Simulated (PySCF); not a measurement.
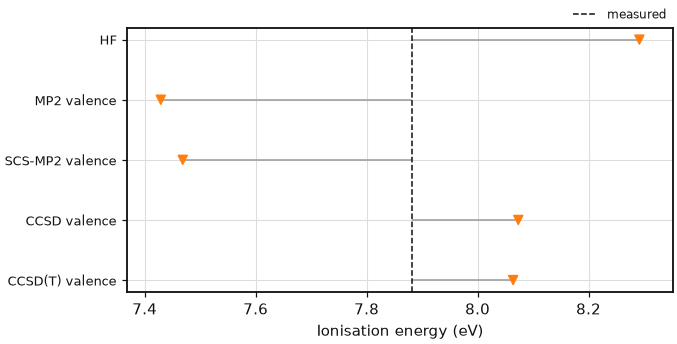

The ionisation energy of neutral cobalt ([Ar] 3d⁷ 4s² → [Ar] 3d⁸) across levels of theory. PySCF, x2c-TZVPPall plus 1 diffuse shell for each l, spin-free X2C-1e, unrestricted single determinants, no spin-orbit coupling. Methods marked “valence” freeze 18 core electrons.

Q: Summarise the spread and list the values.

A: The values run from 7.429 eV (MP2 valence) to 8.292 eV (HF). The measured value is 7.881 eV; nearest to it come CCSD(T) valence (+0.183) and CCSD valence (+0.192), furthest MP2 valence (−0.452 eV).

```json
{"Method": "HF", "Ionisation energy (eV)": "8.292"}
{"Method": "MP2 valence", "Ionisation energy (eV)": "7.429"}
{"Method": "SCS-MP2 valence", "Ionisation energy (eV)": "7.469"}
{"Method": "CCSD valence", "Ionisation energy (eV)": "8.073"}
{"Method": "CCSD(T) valence", "Ionisation energy (eV)": "8.064"}
```

Caveat: spin-orbit shift not estimated.
